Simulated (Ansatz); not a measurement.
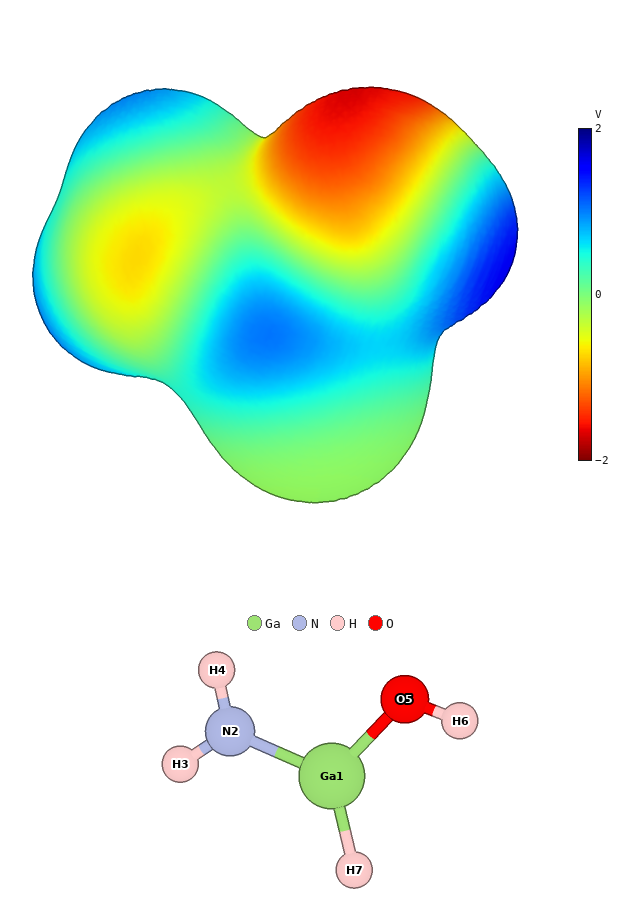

Figure 1: GaH$_{4}$NO. The molecular electrostatic potential painted on the density surface at 0.001 e/bohr³, seen at a tilt; red is negative and blue positive. The bare structure is drawn below in the same view.

Method: RKS B3LYP/def2-SVP in Ansatz.

```xyz
7

Ga    0.0004   -0.1727    0.1040
N    -0.0288    0.0341    1.9031
H    -0.8717    0.1480    2.4533
H     0.8093    0.0486    2.4745
O     1.6724   -0.3464   -0.5305
H     1.7295   -0.4668   -1.4860
H    -1.2706   -0.1967   -0.7982
```

Where is the surface potential most negative and most positive?

The most negative region (about −1.6 V) lies over O5, the most positive (about +1.5 V) over H6. O5 is the likeliest acceptor of a hydrogen bond.
